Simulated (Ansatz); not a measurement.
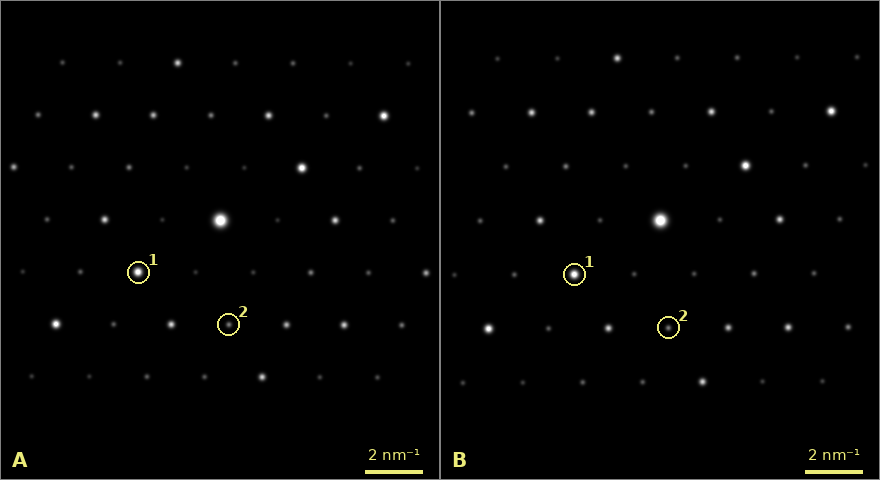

Kinematic electron diffraction patterns (300 kV, B = 0.5 Å², same scale) along [101] of the run's own cell, for the start and the end of one relaxation of K3Cu2O8 with Ansatz 0.2.0, DFT, PAW plane waves, r2scan. k mesh 5×5×5. The start is a generated model structure, and the relaxation ends in the nearest stationary point of its symmetry, not necessarily the ground state. Spot 1 is -1 -2 1 and spot 2 is 1 -1 -1 in both.

Start structure:

```
CELL_PARAMETERS angstrom
2.89155 5.00831 0.00000
-2.89155 5.00831 0.00000
0.00000 -3.33887 7.00827
ATOMIC_POSITIONS crystal
K 0.00000 0.00000 0.00000
K 0.20300 0.20300 0.60900
K 0.79700 0.79700 0.39100
Cu 0.40500 0.40500 0.21500
Cu 0.59500 0.59500 0.78500
O 0.32300 0.32300 0.96900
O 0.67700 0.67700 0.03100
O 0.73300 0.22500 0.69100
O 0.73300 0.73300 0.69100
O 0.22500 0.73300 0.69100
O 0.26700 0.77500 0.30900
O 0.77500 0.26700 0.30900
O 0.26700 0.26700 0.30900
```

Q: Which pattern belongs to the start structure, and which to the relaxed one?

A: A is the start: its cell gives d(1) = 2.892 Å, d(2) = 2.673 Å and an angle of 62.5°. B is the relaxed structure, with d(1) = 2.766 Å (-4.3 %), d(2) = 2.593 Å (-3.0 %) and 62.1°.

Q: Summarise the relaxation behind the change.

A: The volume changed by -2.9 % to 15.17 Å³ an atom; with the mean shift removed, the atoms moved by up to 0.21 Å relative to the cell (O most); the space group stayed R-3m (No. 166); the free energy fell by 85 meV an atom. Relaxed cell: a = 5.533 Å, b = 5.533 Å, c = 8.094 Å, α = 109.99°, β = 109.99°, γ = 60.00°.
